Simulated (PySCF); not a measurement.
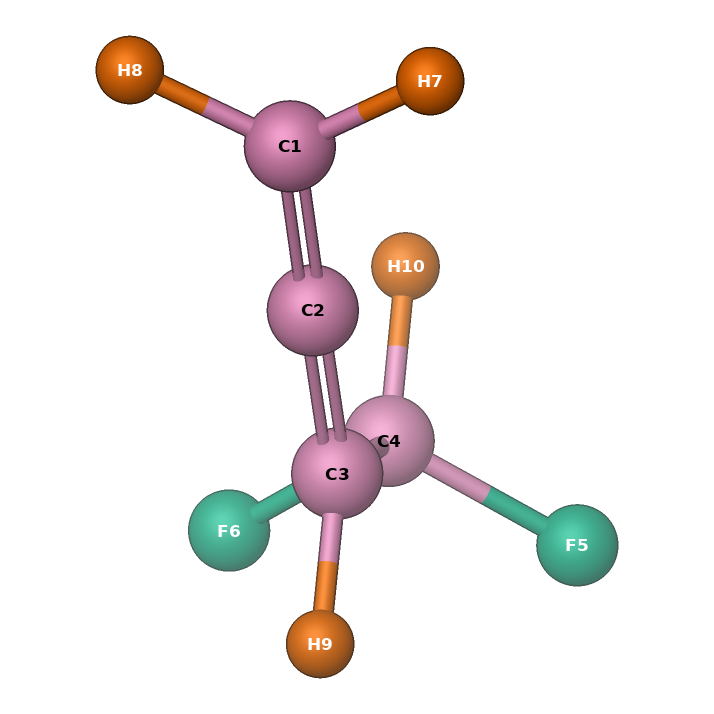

C4 lies behind C3. The molecule seen a little off the C3–C4 bond, C3 in front. Atoms fade into the background with distance from the viewer. The geometry was computed by an optimisation with PBE0-D3(BJ)/def2-SVP. No frequency run is at hand to confirm it as a minimum.

> What is the torsion angle C2–C3–C4–F5? The sign is positive where the front bond must turn clockwise to cover the back bond.

122°, anticlinal.
